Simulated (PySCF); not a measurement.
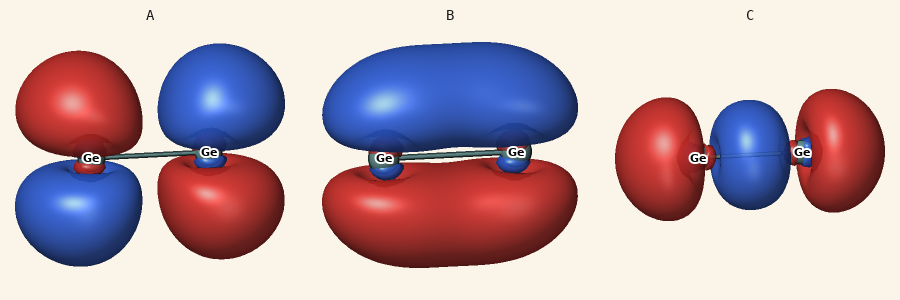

*Ge2 (charge +1, quartet). Three frontier α-spin orbitals, each drawn at the value that holds 80 % of its norm (blue and red are the two phases), in no order; of a degenerate pair one member is drawn.*

Level of theory: PBE0/def2-TZVPPD, non-relativistic Hamiltonian with scalar-relativistic core potentials where named, at a bond length of 2.417 Å (PySCF 2.14.0).

Question: Name the orbitals and rank them from lowest to highest energy.

Answer: Orbital C: σg, occupied in this spin, −12.96 eV; with no node between the nuclei.
Orbital B: πu, occupied in this spin, −12.37 eV; with no node between the nuclei, bonding.
Orbital A: πg, empty in this spin, −8.34 eV; antibonding, with a node between the atoms.
